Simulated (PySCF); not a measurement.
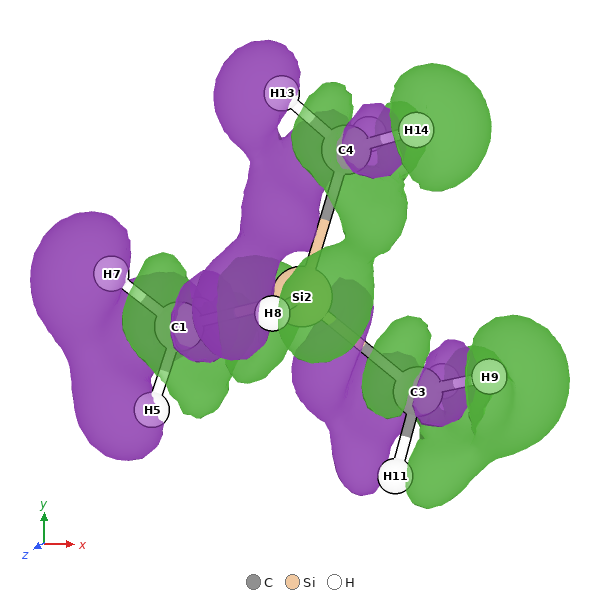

*C3H10Si, SMILES `C[SiH](C)C`. Change of the electron density in a uniform field of 0.21 V/Å, surfaces at ±0.0015 e/Å³ (purple: gain, green: loss).*

Level of theory: B3LYP/def2-SVPD (PySCF), at a geometry from GFN2-xTB. No frequency check shows the geometry to be a minimum.

Q: Along which Cartesian direction does the field point?

A: Along +x: electrons gather on the −x side, against the field.

Q: What dipole is induced, and what polarisability does it imply?

A: The induced dipole is 0.70 D (along the field); α along this axis, from the fields in both directions, is 69 bohr³ (10.2 Å³).

Q: Which atoms gain and lose the most charge?

A: Electrons gather most on H7 (Hirshfeld charge changes by −0.008 e) and leave H9 most (+0.009 e); 0.063 electrons are displaced in all.
